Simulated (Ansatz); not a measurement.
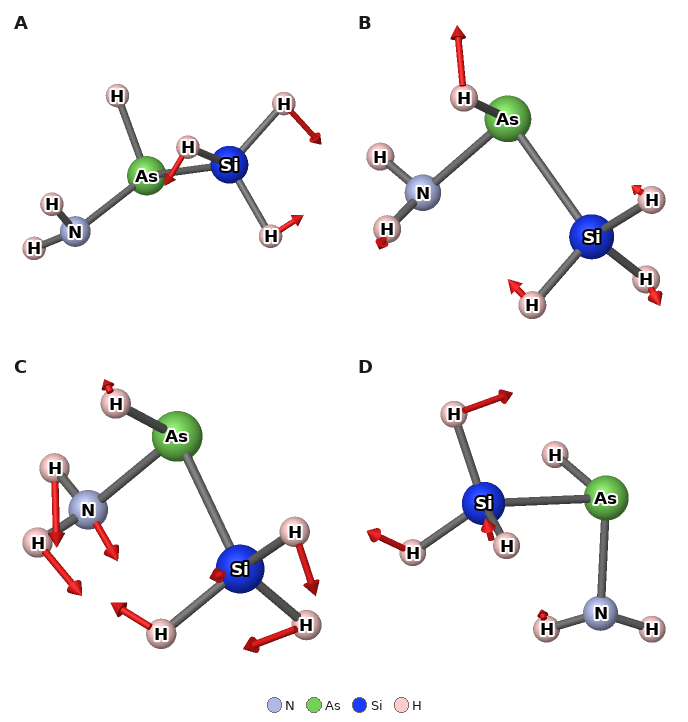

4 normal modes of one molecule or complex, as arrows. Harmonic vibrations computed with RKS PBE0-D4/def2-TZVP (Ansatz 0.2.0) at a stationary point of the same level.

**Match the panels to the wavenumbers 142 cm⁻¹, 533 cm⁻¹, 702 cm⁻¹, 931 cm⁻¹.**

A: 931 cm⁻¹, H–Si–H bending
B: 702 cm⁻¹, H–As–Si bending
C: 142 cm⁻¹
D: 533 cm⁻¹, As–Si–H bending
